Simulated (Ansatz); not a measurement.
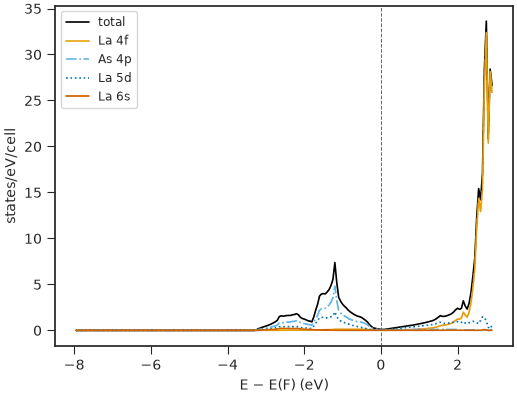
Figure: Total and projected density of states of LaAs (rock salt, space group No. 225), plane-wave PAW PBEsol (Ansatz code)

Which orbitals carry the states next to the Fermi level?

Within 0.5 eV of the Fermi level: As 4p 55 %, La 5d 30 %, La 4f 12 %. Projections are on Löwdin-orthogonalised atomic valence shells; empty p or d shells of many metals are not among them.

Where is the tallest occupied peak in this window, and what makes it?

Near -1.2 eV, about 7.4 states/eV per cell; the largest projected share is As 4p.

Space group Fm-3m (rock salt). The workflow started from a Materials Project entry (that database holds measured and hypothetical structures alike); the Crystallography Open Database files this formula in space group No. 225, but the cells were not matched. Whether it is the stable phase at ambient conditions was not checked. Symmetry was held in the PBEsol relaxation; of distortions, only those at the zone centre were tested. Scalar-relativistic: spin–orbit coupling is off unless named, which matters more the heavier the elements.

Potentials: the later of the program's two PAW sets.
